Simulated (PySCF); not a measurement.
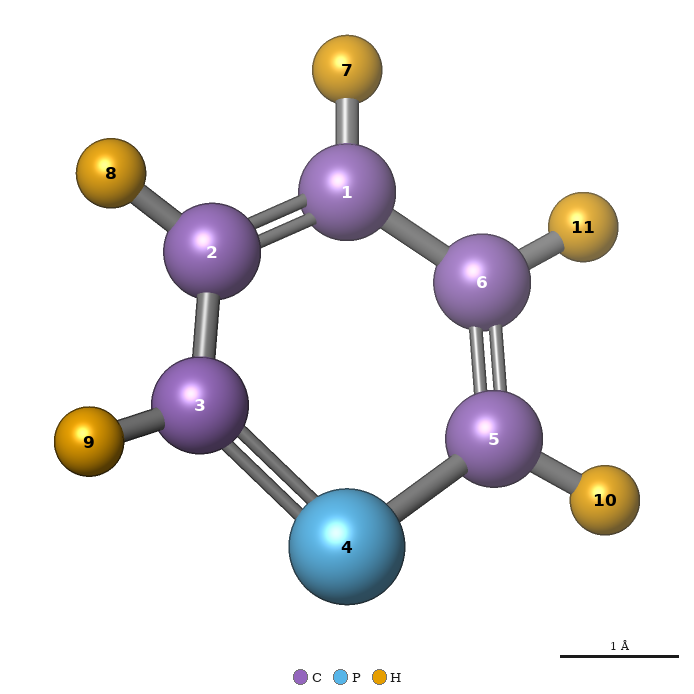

Orthographic view. Depth is shown by fading: the farther an atom, the more it takes the colour of the background. Computed geometry: PBE0-D3(BJ)/def2-SVP optimisation. No frequency run is at hand to confirm it as a minimum.

Write a MOL file (V2000) with the atoms in numerical order, bonds sorted by atom number with the orders drawn, and coordinates in the frame of the picture: x right, y up, z towards the viewer, origin at the mean position.

```
C5H5P
                    3D

 11 11  0  0  0  0  0  0  0  0999 V2000
    0.0000    1.1000   -0.3600 C   0  0  0  0  0  0  0  0  0  0  0  0
   -1.1500    0.5900    0.2500 C   0  0  0  0  0  0  0  0  0  0  0  0
   -1.2500   -0.7200    0.7200 C   0  0  0  0  0  0  0  0  0  0  0  0
   -0.0000   -1.9200    0.6200 P   0  0  0  0  0  0  0  0  0  0  0  0
    1.2500   -1.0000   -0.1600 C   0  0  0  0  0  0  0  0  0  0  0  0
    1.1500    0.3300   -0.5500 C   0  0  0  0  0  0  0  0  0  0  0  0
    0.0000    2.1300   -0.6900 H   0  0  0  0  0  0  0  0  0  0  0  0
   -2.0100    1.2600    0.3700 H   0  0  0  0  0  0  0  0  0  0  0  0
   -2.2000   -1.0300    1.1800 H   0  0  0  0  0  0  0  0  0  0  0  0
    2.1900   -1.5300   -0.3500 H   0  0  0  0  0  0  0  0  0  0  0  0
    2.0100    0.8000   -1.0400 H   0  0  0  0  0  0  0  0  0  0  0  0
  1  2  2  0
  1  6  1  0
  1  7  1  0
  2  3  1  0
  2  8  1  0
  3  4  2  0
  3  9  1  0
  4  5  1  0
  5  6  2  0
  5 10  1  0
  6 11  1  0
M  END
```
